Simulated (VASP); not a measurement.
Band structure of RuAl (CsCl type). Computed with r2SCAN+rVV10, VASP's PBE PAW potentials (set 64) (plane waves; VASP).

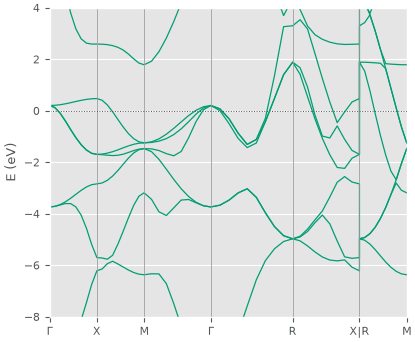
Figure: Bands along high-symmetry lines, zero at the valence-band maximum or, without a gap, the Fermi level

Q: Read the plot: is there a gap, and where are the band edges?

A: It has no gap at this level: it comes out as a metal or semimetal.

The compound is RuAl in the CsCl type structure. It was relaxed first. The electron count is odd and the run is not spin-polarised, which forces a metal.
